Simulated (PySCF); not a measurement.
Consider C₆H₅Cl₃O.

The calculation's input:

```
{"job": {"kind": "nmr", "xc": "PBE0", "basis": "pcSseg-1"}, "charge": 0, "multiplicity": 1}
O      0.011954     2.442997     0.141114
C      0.373295     1.309612    -0.021275
C      1.641536     0.828049    -0.567372
C      1.695076    -0.502810    -0.551925
C      0.462936    -1.133624     0.002727
C     -0.451920     0.049172     0.348648
C     -1.762868     0.032448    -0.417818
Cl    -2.653624    -1.481378    -0.085961
Cl    -2.799400     1.393100     0.044377
Cl    -1.452128     0.117211    -2.170409
H      2.397037     1.506359    -0.919437
H      2.518452    -1.105594    -0.895694
H      0.695245    -1.735247     0.882988
H      0.009401    -1.800437    -0.732651
H     -0.689406     0.088133     1.415123
```

Run with:

```sh
OMP_NUM_THREADS=1 python probes_run.py task.json out
```

Geometry: GFN2-xTB.

All numbers below come from PBE0/pcSseg-1, SCF density, gas phase, non-relativistic in PySCF 2.14.0.

What can the converged electron density and electron localisation function tell about the bonding?

C–O (1.20 Å): ρ is about 3.4 e/Å³ halfway; the ELF peaks at about 0.85 between the atoms; a multiple bond.
C–C (1.33 Å): ρ is about 2.3 e/Å³ halfway; the ELF peaks at about 0.95 between the atoms: a short, multiple covalent bond.
C–H (1.07 Å): ρ at the midpoint is about 2.1 e/Å³; the ELF climbs to about 1 towards the hydrogen, as it does in any bond to H (an ordinary covalent bond to hydrogen).
C–C (1.46 Å): the density is about 1.9 e/Å³ at the midpoint; the ELF peaks at about 0.95 between the atoms (a covalent bond).

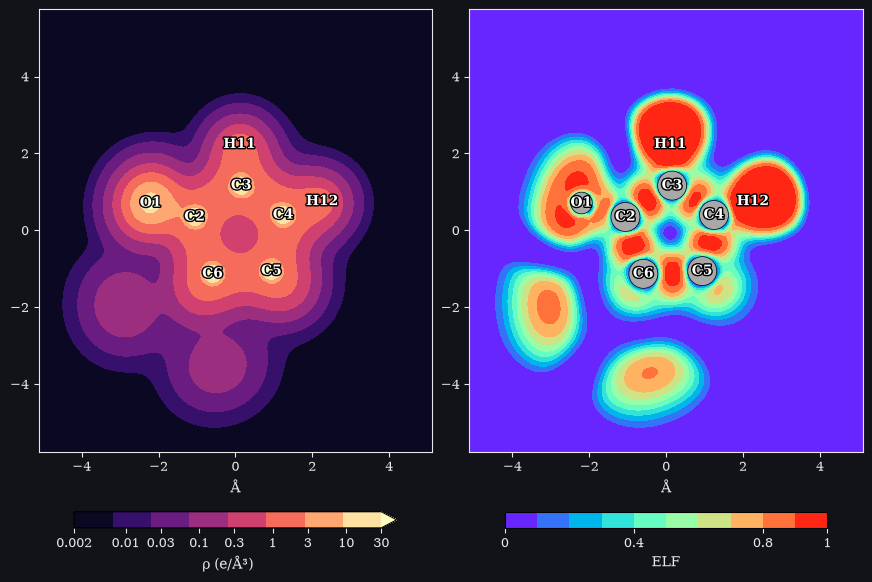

Computed electron density and electron localisation function on the plane of atoms O1, C2 and C6, in this order. Grey discs cover the atomic cores in the ELF map. 
